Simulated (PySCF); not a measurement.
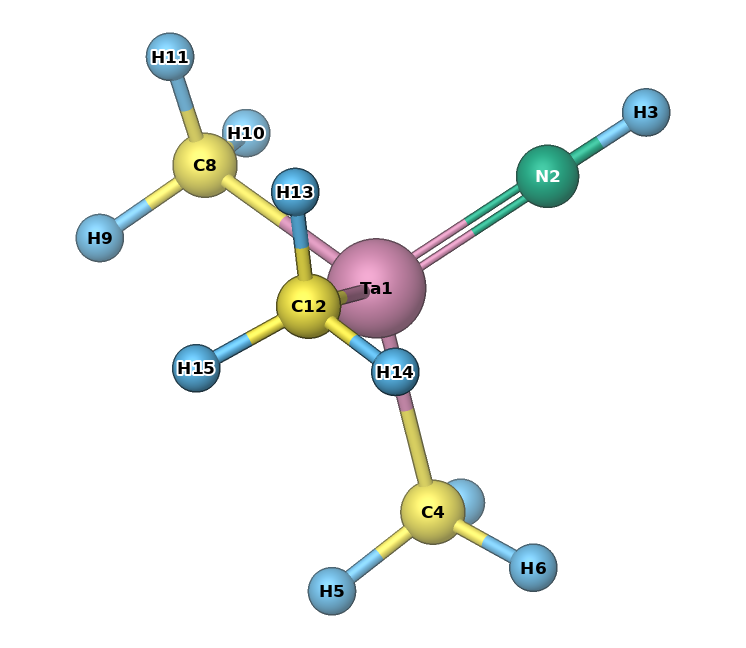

Ta1 lies behind C12. The molecule seen a little off the C12–Ta1 bond, C12 in front. Distant atoms are faded towards the background colour. Charge 0, singlet. Computed geometry: PBE0-D3(BJ)/def2-SVP optimisation. No frequency run is at hand to confirm it as a minimum.

### What is the torsion angle H13–C12–Ta1–N2? The sign is positive where the front bond must turn clockwise to cover the back bond.

55°, synclinal (gauche). The bonds about C12–Ta1 are staggered.
